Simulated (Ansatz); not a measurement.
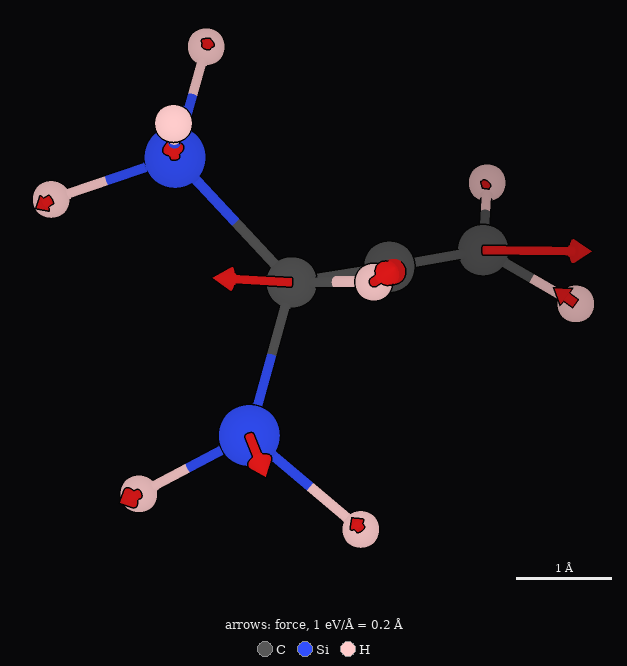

Starting geometry of C3H8Si2 with the computed forces as red arrows. A ball-and-stick model, seen from a free direction.

The run prepares an end point of a later path (hydrogen shift) calculation, from a guessed geometry.

These are results of RKS BHLYP-D4/def2-SVP (Ansatz 0.2.0), not measurements. Settings: no spin polarisation; force threshold 0.02 eV/Å; at most 50 steps.

Is this structure relaxed? If not, where do the atoms go?

Answer. It isn't relaxed: the largest force vector, on a C atom, is 6.43 eV/Å. The final displacements have little in common with the starting forces (cosine between the two patterns 0.05). The atom that moves furthest after the best rigid fit is an H atom (1.47 Å). Largest moves by element: H 1.47 Å, Si 0.67 Å, C 0.65 Å. Some distances before and after: C–Si 2.741 → 1.817 Å, C–H 1.413 → 2.211 Å, C–C 1.277 → 1.510 Å, C–C 1.238 → 1.321 Å. New bonds form: C–Si (2.74 → 1.82 Å). Among the angles between lasting bonds that change: C–C–Si 122.8° → 63.8°, C–C–C 179.1° → 136.5°, C–C–H 72.9° → 115.3°. The energy falls by 4.877 eV in 26 geometry steps. The largest force component goes from 5.1 to 0.018 eV/Å.
